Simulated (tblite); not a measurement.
# C5H11BrGeSi: the cost of one run

The runs use tblite 0.8.0 and PySCF 2.14.0, with density-fitted response routines of our own; the level of theory stands in each step. All values are computed, except where a source is named. Atoms are numbered from 0 throughout.

## 1. The starting structure

19 atoms, charge 0, multiplicity 1; geometry from: force field or distance geometry start.

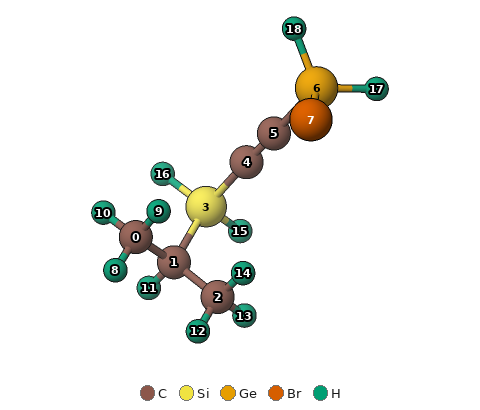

The starting geometry (carbon brown, silicon yellow, germanium amber, bromine orange, hydrogen teal), atoms numbered; sticks join atoms by distance.

## 2. Optimising the geometry with GFN2-xTB

The job: settings as JSON, then the geometry in Å.

```
{"job": {"kind": "relax", "xc": "GFN2-xTB", "basis": "xTB"}, "charge": 0, "multiplicity": 1}
C     -1.538600    -0.709700     1.404900
C     -1.477600     0.732600     0.870200
C     -1.985200     0.808800    -0.552600
Si     0.292200     1.381300     0.969000
C      1.384100     0.356500    -0.050600
C      2.096300    -0.322300    -0.750400
Ge     3.219100    -1.392500    -1.837900
Br     1.944500    -3.058100    -2.829100
H     -2.593800    -1.067400     1.389700
H     -0.932800    -1.389700     0.787500
H     -1.188900    -0.751500     2.453900
H     -2.107400     1.372900     1.527300
H     -3.056600     0.474900    -0.587000
H     -1.950700     1.861500    -0.919900
H     -1.391800     0.182700    -1.232700
H      0.328000     2.766900     0.517900
H      0.757200     1.323800     2.375100
H      3.871000    -0.521700    -2.930400
H      4.321200    -2.039800    -0.953000
```

The run is started by

```console
OMP_NUM_THREADS=1 python probes_run.py task.json out
```

This one command runs all jobs of the session in turn.

**Question.** How long does this first job take on 1 thread of Arm Neoverse N1, shared host, and how much memory does it need?

About 1.2 s, with a peak of 0.18 GiB.
